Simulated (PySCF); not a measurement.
## Electronic structure of H4HfN2 (charge +2) in real space

Input

```
mol = gto.M(atom='''
Hf     0.00000    -0.79904     0.05946
N      1.46997    -0.03498     1.01561
H      2.47252    -0.19187     0.81345
H      1.42333     0.60837     1.82169
N     -1.46997    -0.03498     1.01561
H     -1.42333     0.60837     1.82169
H     -2.47252    -0.19187     0.81345''',
    basis={'Hf': 'def2-SVP', 'N': 'def2-SVP', 'H': 'def2-SVP'},
    ecp={'Hf': 'def2-SVP'},
    charge=2, spin=0)
mf = dft.RKS(mol, xc='PBE0')
mf.grids.atom_grid = (75, 302)  # f atoms: at least (60, 302), unpruned
mf = mf.density_fit()  # Hf def2-universal-JKFIT, N def2-universal-JKFIT, H def2-universal-JKFIT
mf.conv_tol = 1e-09; mf.max_cycle = 55
mf.kernel(dm0)
```

Command:

```sh
OMP_NUM_THREADS=2 python run.py
```

Core potentials replace the inner electrons of Hf.

The calculation used PySCF 2.14.0, RKS PBE0, Hf def2-SVP with ECP60, N def2-SVP, H def2-SVP; non-relativistic Hamiltonian with scalar-relativistic core potentials where named; density fitting.

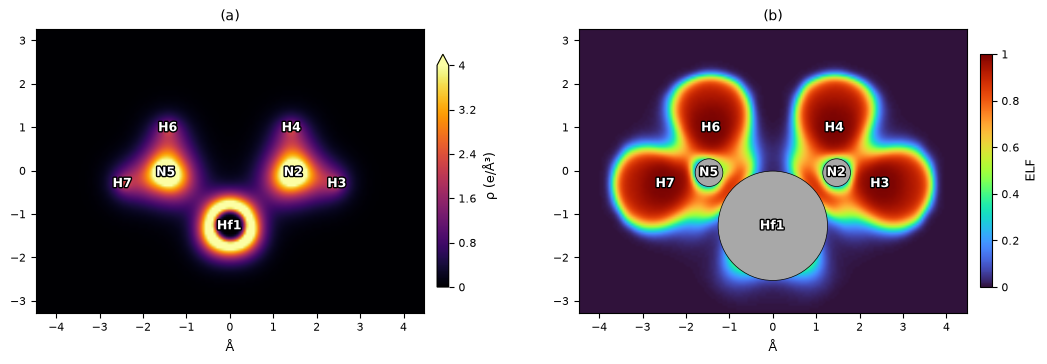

Figure 1. (a) electron density; (b) electron localisation function on the molecular plane. Grey discs cover the atomic cores in the ELF map.

### What do the fields say about this system?

Atoms in the plane: Hf, N and H.
Hf–N (1.91 Å): ρ at the midpoint is about 1.1 e/Å³; the ELF peaks at about 0.85 in the valence shell of N, 0.6 Å from its nucleus, and drops to about 0.30 between the two atoms.
N–H (1.03 Å): ρ is about 2.7 e/Å³ halfway; the ELF climbs to about 1 towards the hydrogen, as it does in any bond to H: an ordinary covalent bond to hydrogen.

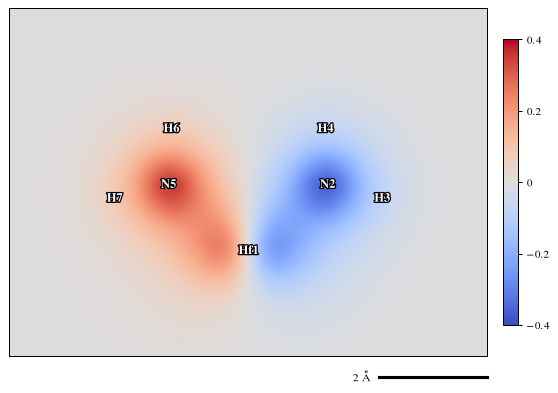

Figure 2. The HOMO−1 on a plane 0.8 Å above the molecular plane (values in Å⁻³ᐟ²; the overall sign is arbitrary).

### Describe this orbital and give its energy.

By Hirshfeld shares it lies mainly on N2 (about 30 %), N5 (about 30 %) and Hf1 (about 30 %); it changes sign across the molecular plane (π type); π-bonding across Hf1–N2; π-antibonding (a node) across Hf1–N5. Its energy is −19.44 eV.

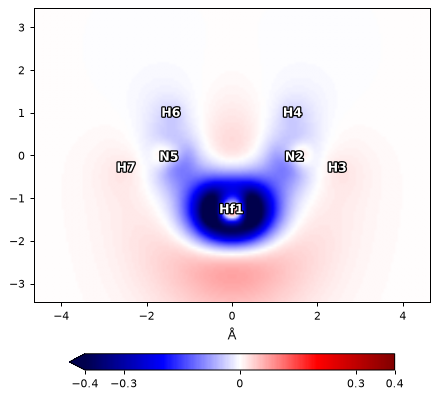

Figure 3. The LUMO on the molecular plane (values in Å⁻³ᐟ²; the overall sign is arbitrary).

### What is the character of this orbital?

By Hirshfeld shares it lies mainly on Hf1 (about 95 %). Its energy is −13.96 eV.
